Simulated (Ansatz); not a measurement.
**C2H8GeO3: shape, modes and thermochemistry**

The task is to find a stationary geometry of C2H8GeO3, check the end point by its vibrations and derive ideal-gas thermochemistry, and look at its orbitals and charge.

Computed with Ansatz 0.2.0, Gaussian basis. Level: RKS PBE0-D4/def2-TZVP.

Plan: relaxation at PBE-D4/def2-SVP; relaxation at PBE0-D4/def2-TZVP; harmonic vibrations at the same level; a single point in def2-TZVPP for the fields.

### 1 Where the work starts

SMILES `C[CH2][Ge]([OH])([OH])[OH]`, 14 atoms, charge 0, spin multiplicity 1.

Atoms are counted from 1 here; the program's logs count them from 0.

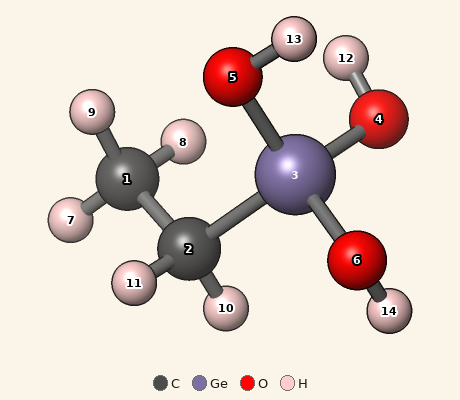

Start geometry, drawn with carbon dark grey, germanium purple, oxygen red, hydrogen pink; atoms are numbered from 1 in the order of the file.

As a file:

```
atom     x (Å)     y (Å)     z (Å)
  C1   0.78100  -1.14470   1.30260
  C2   0.59150  -0.93260  -0.21600
 Ge3  -0.41540   0.70580  -0.65060
  O4  -1.95240   0.63160   0.06180
  O5   0.49000   2.10560   0.02320
  O6  -0.50390   0.89530  -2.41420
  H7   1.32850  -2.02550   1.51350
  H8  -0.23170  -1.16100   1.75480
  H9   1.28150  -0.21880   1.76880
 H10   0.05170  -1.79630  -0.61770
 H11   1.59290  -0.87540  -0.65680
 H12  -1.87390   0.78640   1.05070
 H13  -0.13230   2.91640  -0.19900
 H14  -1.02030   0.08400  -2.69230
```

The start is a force-field geometry with small random shifts, so a cheaper pass at PBE-D4/def2-SVP comes first.

### 2 Relaxation at PBE-D4/def2-SVP (cheap first pass)

in.yaml

```yaml
crystal:
  periodic: [false, false, false]
  atoms:
    - {symbol: C, position_ang: [0.781000, -1.144700, 1.302600]}
    - {symbol: C, position_ang: [0.591500, -0.932600, -0.216000]}
    - {symbol: Ge, position_ang: [-0.415400, 0.705800, -0.650600]}
    - {symbol: O, position_ang: [-1.952400, 0.631600, 0.061800]}
    - {symbol: O, position_ang: [0.490000, 2.105600, 0.023200]}
    - {symbol: O, position_ang: [-0.503900, 0.895300, -2.414200]}
    - {symbol: H, position_ang: [1.328500, -2.025500, 1.513500]}
    - {symbol: H, position_ang: [-0.231700, -1.161000, 1.754800]}
    - {symbol: H, position_ang: [1.281500, -0.218800, 1.768800]}
    - {symbol: H, position_ang: [0.051700, -1.796300, -0.617700]}
    - {symbol: H, position_ang: [1.592900, -0.875400, -0.656800]}
    - {symbol: H, position_ang: [-1.873900, 0.786400, 1.050700]}
    - {symbol: H, position_ang: [-0.132300, 2.916400, -0.199000]}
    - {symbol: H, position_ang: [-1.020300, 0.084000, -2.692300]}
basis:
  gaussian: {orbitals: def2-SVP}
hamiltonian: {xc: pbe, dispersion: d4}
relax: {f_tol: 0.03, max_steps: 200}
```

The run is started by

```sh
$ ansatz run in.yaml --threads 4 --pin off --events-out ev --progress --plain --max-ram 11315MiB
```

What it wrote, shortened:

```text
Functional definition: PBE
  name "PBE"
  cite "Perdew, Burke & Ernzerhof, Phys. Rev. Lett. 77, 3865 (1996) doi:10.1103/PhysRevLett.77.3865"
  parent pbe
[...]
1560 factors; their error is unknown
[...]
mean field -64833.93525211 eV, -2382.6031744954 hartree, gradient 7.0e-5 eV, S^2 0.000000; 0 other end points of the search recorded, 0 dependent functions left out
[...]
reference -64833.93528965 eV, -2382.6031758749 hartree; 38, 38 occupied and 104, 104 virtual orbitals, 1560 factors
relax step   1: F+E_penalty+E_count = -64834.23240744 eV  Δ(F+E_penalty+E_count) = +0.000e0 eV  max|allowed force component| = 3.668e0 eV/Å  Δτ_max = 0.0000 Å  (30 SCF iters, accepted)
[...]
relax step   7: F+E_penalty+E_count = -64834.79881644 eV  Δ(F+E_penalty+E_count) = -5.233e-3 eV  max|allowed force component| = 6.347e-1 eV/Å  Δτ_max = 0.1466 Å  (32 SCF iters, accepted)
[...]
relax step  13: F+E_penalty+E_count = -64834.83261174 eV  Δ(F+E_penalty+E_count) = -2.932e-3 eV  max|allowed force component| = 1.686e-2 eV/Å  Δτ_max = 0.0550 Å  (30 SCF iters, accepted)
[...]
relax step  19: F+E_penalty+E_count = -64834.80265015 eV  Δ(F+E_penalty+E_count) = +3.635e-2 eV  max|allowed force component| = 1.268e0 eV/Å  Δτ_max = 0.1953 Å  (36 SCF iters, rejected (line search))
[...]
reference -64834.55054293 eV, -2382.6257860160 hartree; 38, 38 occupied and 104, 104 virtual orbitals, 1560 factors
Total energy: -64834.84314549 eV, -2382.6365389616 hartree
Atom 0 at     0.904909    -1.135825     1.380082 Å, force    -0.007605     0.016139    -0.011444 eV/Å
Atom 1 at     0.687111    -1.003784    -0.132001 Å, force     0.026869    -0.019643     0.003899 eV/Å
Atom 2 at    -0.420404     0.533147    -0.577496 Å, force    -0.015791    -0.000468    -0.010752 eV/Å
Atom 3 at    -2.099696     0.284365     0.018213 Å, force    -0.016778     0.026349     0.013083 eV/Å
Atom 4 at     0.191974     2.034800     0.204312 Å, force     0.004016     0.006883    -0.007003 eV/Å
Atom 5 at    -0.492379     0.844007    -2.348662 Å, force    -0.004042    -0.001480     0.012115 eV/Å
Atom 6 at     1.542502    -2.010778     1.622557 Å, force    -0.002403     0.002237    -0.003396 eV/Å
Atom 7 at    -0.059166    -1.264455     1.913947 Å, force     0.017191     0.003973    -0.010000 eV/Å
Atom 8 at     1.397432    -0.232788     1.795473 Å, force    -0.009693    -0.015113    -0.005633 eV/Å
Atom 9 at     0.183818    -1.897979    -0.557158 Å, force     0.007504     0.027149     0.008635 eV/Å
Atom 10 at     1.644146    -0.881262    -0.681864 Å, force    -0.017348    -0.009348     0.015212 eV/Å
Atom 11 at    -2.384400     1.090009     0.491777 Å, force     0.013813    -0.023228    -0.015171 eV/Å
Atom 12 at     0.321505     2.714464    -0.484615 Å, force    -0.004445    -0.013661     0.007492 eV/Å
Atom 13 at    -1.430152     0.896878    -2.615764 Å, force     0.008713     0.000209     0.002964 eV/Å
Dipole moment:    -0.053895     0.092418    -0.031319 e Å
```

It took 50 s on 4 threads of Arm Neoverse V2, shared host.

Step by step: (the energy doesn't fall at every step)

```
step  energy from step 1 (eV)  largest force component (eV/Å)
   1                   0.0000                          3.6678
   2                  -0.4492                          1.6217
   3                  -0.5147                          0.6130
   4                  -0.3771                          0.9884
   5                  -0.5508                          0.1610
   6                  -0.5612                          0.1103
   7                  -0.5664                          0.6347
   8                  -0.5804                          0.1934
   9                  -0.5427                          0.7694
  10                  -0.5904                          0.0784
  11                  -0.5919                          0.2335
  12                  -0.5973                          0.0953
  13                  -0.6002                          0.0169
  14                  -0.5947                          0.4946
  15                  -0.6012                          0.0518
  16                  -0.6018                          0.2357
  17                  -0.6038                          0.0773
  18                  -0.6066                          0.0115
  19                  -0.5702                          1.2682
  20                  -0.6077                          0.2102
  21                  -0.6091                          0.0741
  22                  -0.6098                          0.0408
  23                  -0.6105                          0.0430
  24                  -0.6107                          0.0271
```

The force was under the threshold of 0.03 eV/Å already at step 13, but the program went on to step 24.

Distances of close pairs at the start and the end, largest changes first:

```
  bond  before (Å)  after (Å)  change (Å)
Ge3–O4       1.696      1.799      +0.103
O5–H13       1.046      0.976      -0.070
 C1–H7       1.058      1.109      +0.051
 C1–H9       1.151      1.109      -0.042
O4–H12       1.004      0.977      -0.027
C2–Ge3       1.972      1.946      -0.025
O6–H14       1.001      0.977      -0.025
Ge3–O6       1.776      1.800      +0.024
```

### 3 Geometry optimisation, PBE0-D4/def2-TZVP

in.yaml

```yaml
crystal:
  periodic: [false, false, false]
  atoms:
    - {symbol: C, position_ang: [0.904909, -1.135825, 1.380082]}
    - {symbol: C, position_ang: [0.687111, -1.003784, -0.132001]}
    - {symbol: Ge, position_ang: [-0.420404, 0.533147, -0.577496]}
    - {symbol: O, position_ang: [-2.099696, 0.284365, 0.018213]}
    - {symbol: O, position_ang: [0.191974, 2.034800, 0.204312]}
    - {symbol: O, position_ang: [-0.492379, 0.844007, -2.348662]}
    - {symbol: H, position_ang: [1.542502, -2.010778, 1.622557]}
    - {symbol: H, position_ang: [-0.059166, -1.264455, 1.913947]}
    - {symbol: H, position_ang: [1.397432, -0.232788, 1.795473]}
    - {symbol: H, position_ang: [0.183818, -1.897979, -0.557158]}
    - {symbol: H, position_ang: [1.644146, -0.881262, -0.681864]}
    - {symbol: H, position_ang: [-2.384400, 1.090009, 0.491777]}
    - {symbol: H, position_ang: [0.321505, 2.714464, -0.484615]}
    - {symbol: H, position_ang: [-1.430152, 0.896878, -2.615764]}
basis:
  gaussian: {orbitals: def2-TZVP}
hamiltonian: {xc: pbe0, dispersion: d4}
relax: {f_tol: 0.005, max_steps: 150}
```

The command is unchanged.

What it wrote, shortened:

```text
Functional definition: PBE0
  name "PBE0"
  cite "Adamo & Barone, J. Chem. Phys. 110, 6158 (1999) doi:10.1063/1.478522"
  cite "Perdew, Burke & Ernzerhof, Phys. Rev. Lett. 77, 3865 (1996) doi:10.1103/PhysRevLett.77.3865"
  parent pbe
[...]
1566 factors; their error is unknown
[...]
mean field -64853.73393332 eV, -2383.3307626099 hartree, gradient 3.5e-5 eV, S^2 0.000000; 0 other end points of the search recorded, 0 dependent functions left out
[...]
reference -64853.73396602 eV, -2383.3307638116 hartree; 38, 38 occupied and 213, 213 virtual orbitals, 1566 factors
relax step   1: F+E_penalty+E_count = -64853.98273550 eV  Δ(F+E_penalty+E_count) = +0.000e0 eV  max|allowed force component| = 8.510e-1 eV/Å  Δτ_max = 0.0000 Å  (30 SCF iters, accepted)
[...]
Atom 4 at     0.190925     2.020955     0.178613 Å, force    -0.000730     0.000108     0.000289 eV/Å
Atom 5 at    -0.493786     0.812773    -2.321873 Å, force    -0.000317    -0.000434     0.000367 eV/Å
Atom 6 at     1.535182    -1.997491     1.590740 Å, force     0.000651    -0.000832     0.000540 eV/Å
Atom 7 at    -0.042951    -1.275868     1.904169 Å, force    -0.000135     0.000389    -0.000342 eV/Å
Atom 8 at     1.387366    -0.250360     1.791581 Å, force    -0.000439    -0.000930     0.000160 eV/Å
Atom 9 at     0.186893    -1.870218    -0.545511 Å, force     0.000600    -0.000174     0.000215 eV/Å
Atom 10 at     1.621831    -0.864382    -0.662278 Å, force     0.000750    -0.000772     0.000554 eV/Å
Atom 11 at    -2.381432     1.076849     0.511795 Å, force     0.001009    -0.000538     0.000159 eV/Å
Atom 12 at     0.318626     2.710532    -0.477685 Å, force    -0.000274     0.000377    -0.000311 eV/Å
Atom 13 at    -1.402313     0.883471    -2.625624 Å, force    -0.000816     0.000692    -0.000881 eV/Å
Dipole moment:    -0.035749     0.065801    -0.010623 e Å
```

It took 54 s on 4 threads of Arm Neoverse V2, shared host; peak memory 0.85 GiB.

The steps of the relaxation: (the energy doesn't fall at every step)

```
step  energy from step 1 (eV)  largest force component (eV/Å)
   1                   0.0000                          0.8510
   2                  -0.0619                          0.3046
   3                  -0.0717                          0.0608
   4                  -0.0705                          0.2169
   5                  -0.0733                          0.0153
   6                  -0.0735                          0.0079
   7                  -0.0735                          0.0010
```

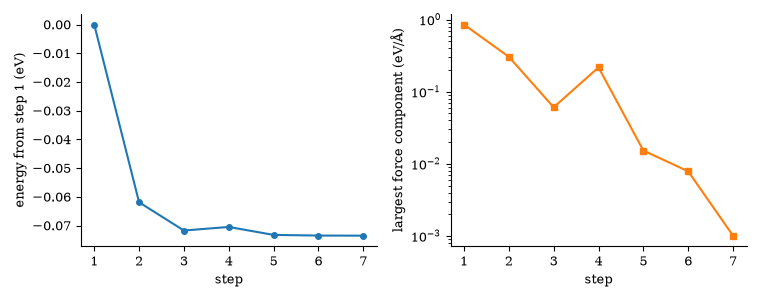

Energy and force, step by step.

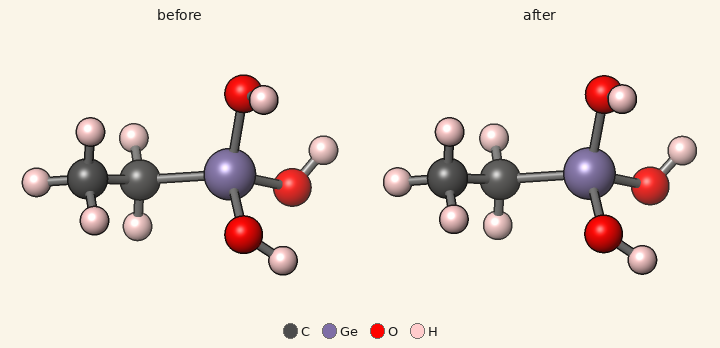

Before and after, at one scale.

Distances of close pairs at the start and the end, largest changes first:

```
  bond  before (Å)  after (Å)  change (Å)
Ge3–O6       1.800      1.774      -0.026
Ge3–O5       1.800      1.776      -0.025
Ge3–O4       1.799      1.775      -0.024
C2–H10       1.111      1.093      -0.018
C2–H11       1.111      1.093      -0.017
 C1–H9       1.109      1.092      -0.017
 C1–H8       1.110      1.092      -0.017
 C1–H7       1.109      1.093      -0.017
```

Mulliken charges at the end point, from the run's report:

C1 -0.39; C2 -0.30; Ge3 0.77; O4 -0.58; O5 -0.58; O6 -0.57; H7 0.13; H8 0.13; H9 0.14; H10 0.14; H11 0.14; H12 0.32; H13 0.32; H14 0.32

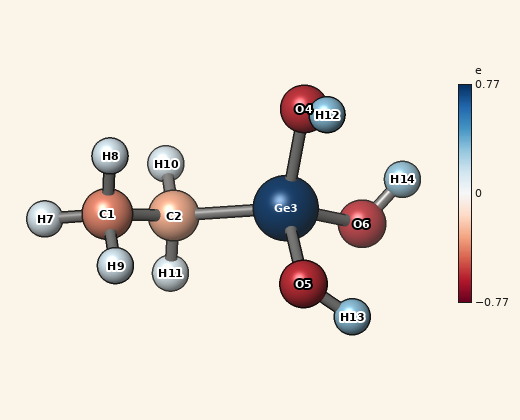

Mulliken charges at the end point, from the run's report, as colours on the atoms.

### 4 Force constants and modes

in.yaml

```yaml
crystal:
  periodic: [false, false, false]
  atoms:
    - {symbol: C, position_ang: [0.901279, -1.134470, 1.373763]}
    - {symbol: C, position_ang: [0.677275, -0.987860, -0.126183]}
    - {symbol: Ge, position_ang: [-0.424390, 0.533609, -0.571335]}
    - {symbol: O, position_ang: [-2.087304, 0.313258, 0.008629]}
    - {symbol: O, position_ang: [0.190925, 2.020955, 0.178613]}
    - {symbol: O, position_ang: [-0.493786, 0.812773, -2.321873]}
    - {symbol: H, position_ang: [1.535182, -1.997491, 1.590740]}
    - {symbol: H, position_ang: [-0.042951, -1.275868, 1.904169]}
    - {symbol: H, position_ang: [1.387366, -0.250360, 1.791581]}
    - {symbol: H, position_ang: [0.186893, -1.870218, -0.545511]}
    - {symbol: H, position_ang: [1.621831, -0.864382, -0.662278]}
    - {symbol: H, position_ang: [-2.381432, 1.076849, 0.511795]}
    - {symbol: H, position_ang: [0.318626, 2.710532, -0.477685]}
    - {symbol: H, position_ang: [-1.402313, 0.883471, -2.625624]}
basis:
  gaussian: {orbitals: def2-TZVP}
hamiltonian: {xc: pbe0, dispersion: d4}
phonons: {temperatures: {t_min: 298.15, t_max: 900, t_step: 200}}
```

Launched as before.

What it wrote, shortened:

```text
Functional definition: PBE0
  name "PBE0"
  cite "Adamo & Barone, J. Chem. Phys. 110, 6158 (1999) doi:10.1063/1.478522"
  cite "Perdew, Burke & Ernzerhof, Phys. Rev. Lett. 77, 3865 (1996) doi:10.1103/PhysRevLett.77.3865"
  parent pbe
[...]
1566 factors; their error is unknown
[...]
mean field -64853.80583153 eV, -2383.3334048202 hartree, gradient 3.2e-5 eV, S^2 0.000000; 0 other end points of the search recorded, 0 dependent functions left out
[...]
reference -64853.80586389 eV, -2383.3334060093 hartree; 38, 38 occupied and 213, 213 virtual orbitals, 1566 factors
[...]
1566 factors; their error is unknown
mean field -64853.80566904 eV, -2383.3333988489 hartree, gradient 1.3e-6 eV, S^2 0.000000; 0 other end points of the search recorded, 0 dependent functions left out
[...]
reference -64853.80570140 eV, -2383.3334000380 hartree; 38, 38 occupied and 213, 213 virtual orbitals, 1566 factors
[...]
Atom 7 at    -0.042951    -1.275868     1.904169 Å, force    -0.000160     0.000337    -0.000377 eV/Å
Atom 8 at     1.387366    -0.250360     1.791581 Å, force    -0.000438    -0.000897     0.000218 eV/Å
Atom 9 at     0.186893    -1.870218    -0.545511 Å, force     0.000580    -0.000170     0.000221 eV/Å
Atom 10 at     1.621831    -0.864382    -0.662278 Å, force     0.000750    -0.000772     0.000567 eV/Å
Atom 11 at    -2.381432     1.076849     0.511795 Å, force     0.001051    -0.000510     0.000128 eV/Å
Atom 12 at     0.318626     2.710532    -0.477685 Å, force    -0.000318     0.000292    -0.000325 eV/Å
Atom 13 at    -1.402313     0.883471    -2.625624 Å, force    -0.000851     0.000696    -0.000864 eV/Å
Dipole moment:    -0.035747     0.065800    -0.010622 e Å
Vibrations: 51.34 86.51 112.93 136.61 172.59 247.02 251.48 252.41 257.11 311.55 322.55 599.84 702.05 709.29 715.88 718.83 893.86 898.27 900.71 984.90 988.78 1057.69 1259.37 1262.87 1410.03 1447.54 1497.88 1498.30 3051.72 3069.59 3112.32 3121.84 3135.88 3890.14 3891.04 3892.26 cm⁻¹, [...]
```

It took 7.2 min on 4 threads of Arm Neoverse V2, shared host; peak memory 0.86 GiB.

Motions are named by where the mode's potential energy lies. The modes, unscaled (a negative number is an imaginary wavenumber):

```
mode  cm⁻¹                 motion
   1    51                torsion
   2    87      bend with torsion
   3   113      torsion with bend
   4   137      torsion with bend
   5   173                torsion
   6   247      torsion with bend
   7   251      torsion with bend
   8   252      torsion with bend
   9   257                torsion
  10   312      bend with torsion
  11   323                torsion
  12   600           Ge–C stretch
  13   702      torsion with bend
  14   709           Ge–O stretch
  15   716           Ge–O stretch
  16   719           Ge–O stretch
  17   894                   bend
  18   898                   bend
  19   901                   bend
  20   985  bend with C–C stretch
  21   989      bend with torsion
  22  1058  C–C stretch with bend
  23  1259                   bend
  24  1263                   bend
  25  1410                   bend
  26  1448                   bend
  27  1498                   bend
  28  1498                   bend
  29  3052            C–H stretch
  30  3070            C–H stretch
  31  3112            C–H stretch
  32  3122            C–H stretch
  33  3136            C–H stretch
  34  3890            O–H stretch
  35  3891            O–H stretch
  36  3892            O–H stretch
```

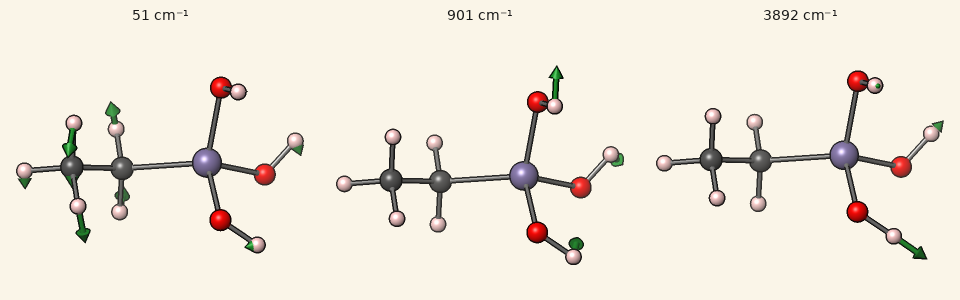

Displacements of 3 modes, as arrows.

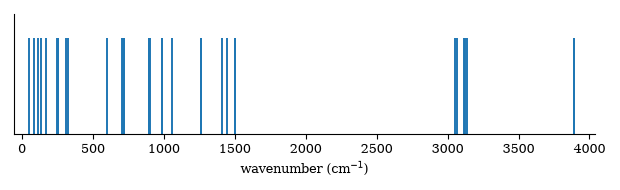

The harmonic wavenumbers as sticks (no intensities were computed).

Ideal gas, rigid rotor and harmonic oscillator at 298.15 K and 1 bar, with symmetry number 1:

```
                term            value
   zero-point energy     280.6 kJ/mol
          H(298) − E     309.5 kJ/mol
entropy, translation  171.6 J/(mol K)
   entropy, rotation  116.0 J/(mol K)
  entropy, vibration  121.1 J/(mol K)
      entropy, total  408.7 J/(mol K)
```

### 5 Orbitals, density and potential

in.yaml, as its differences from that of step 4:

```diff
@@ -18,4 +18,4 @@
 basis:
-  gaussian: {orbitals: def2-TZVP}
+  gaussian: {orbitals: def2-TZVPP}
 hamiltonian: {xc: pbe0, dispersion: d4}
-phonons: {temperatures: {t_min: 298.15, t_max: 900, t_step: 200}}
+output: {orbitals: {seedname: orbitals}}
```

Launched as before.

What it wrote:

```text
Functional definition: PBE0
  name "PBE0"
  cite "Adamo & Barone, J. Chem. Phys. 110, 6158 (1999) doi:10.1063/1.478522"
  cite "Perdew, Burke & Ernzerhof, Phys. Rev. Lett. 77, 3865 (1996) doi:10.1103/PhysRevLett.77.3865"
  parent pbe
  parameter a = 0.25
  parameter kappa = 0.804
  parameter beta = 0.06672455060314922
  exchange = (1 - a)*pbe_x(kappa = kappa, mu = beta*pi^2/3) + a*exact_x
  correlation = pbe_c(beta = beta)
1686 factors; their error is unknown
mean field evaluation 1: about -64836.5045 eV, gradient 1.0e2 eV
mean field evaluation 2: about -64819.1001 eV, gradient 1.4e2 eV
mean field evaluation 4: about -64853.6388 eV, gradient 5.4e0 eV
mean field evaluation 8: about -64853.7056 eV, gradient 9.0e-2 eV
mean field evaluation 16: about -64853.9769 eV, gradient 7.8e-5 eV
mean field -64853.97693063 eV, -2383.3396925961 hartree, gradient 7.8e-5 eV, S^2 0.000000; 0 other end points of the search recorded, 0 dependent functions left out
reference -64853.97696430 eV, -2383.3396938336 hartree; 38, 38 occupied and 277, 277 virtual orbitals, 1686 factors
Total energy: -64854.22739708 eV, -2383.3488970684 hartree
```

Run time: 6.5 s. Hardware: 4 threads of Arm Neoverse V2, shared host; peak memory 1.1 GiB.

The fields below are evaluated on a grid from the run's orbitals.

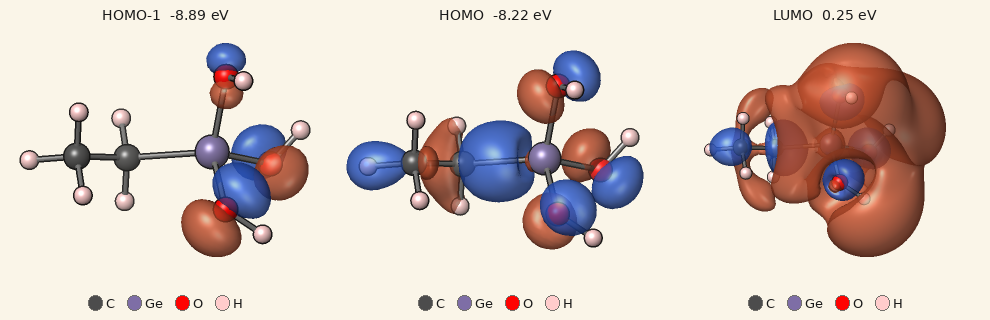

Frontier orbitals at PBE0-D4/def2-TZVPP; each surface holds 70 % of the orbital's density, blue and red mark the sign.

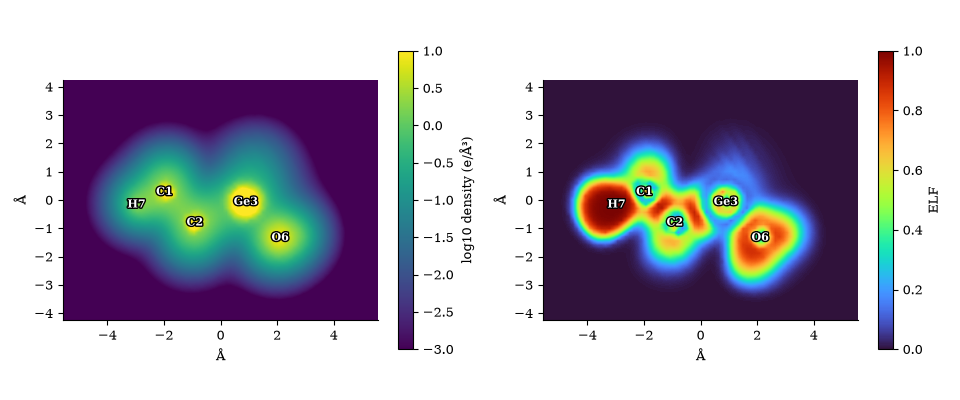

Density (left) and ELF (right) in a plane through or near 5 of the atoms.

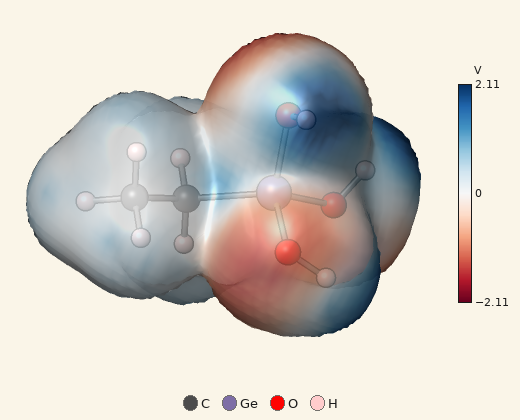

Electrostatic potential on the surface of density 0.002 e/bohr³; red is low, blue high. It runs from -1.38 V near O4 to 2.11 V near H12.

### 6 What came out

```
                  quantity            value
               point group               C1
                     steps           24 + 7
shift from the start (rms)          0.400 Å
              total energy   -64854.0563 eV
           dispersion term         -250 meV
             dipole moment           0.36 D
lowest, highest wavenumber    51, 3892 cm⁻¹
         zero-point energy     280.6 kJ/mol
       entropy at 298.15 K  408.7 J/(mol K)
                HOMO, LUMO   -8.22, 0.25 eV
```

The relaxed geometry lies 0.40 Å (rms) from the start; the bond that changed most is O5–H13, from 1.046 to 0.960 Å. No mode is imaginary: a true minimum at this level. The stiffest mode, 3892 cm⁻¹, is an O–H stretch, and 5 modes under 200 cm⁻¹ make the vibrational entropy uncertain. Harmonic hybrid wavenumbers usually lie a few per cent above measured fundamentals. The largest Mulliken charge, +0.77 e, sits on Ge3. The HOMO lies mostly on C2 21 %; O4, O5, O6 about 16 % each and the LUMO on H12, H13, H14 about 16 % each; Ge3 8 %.
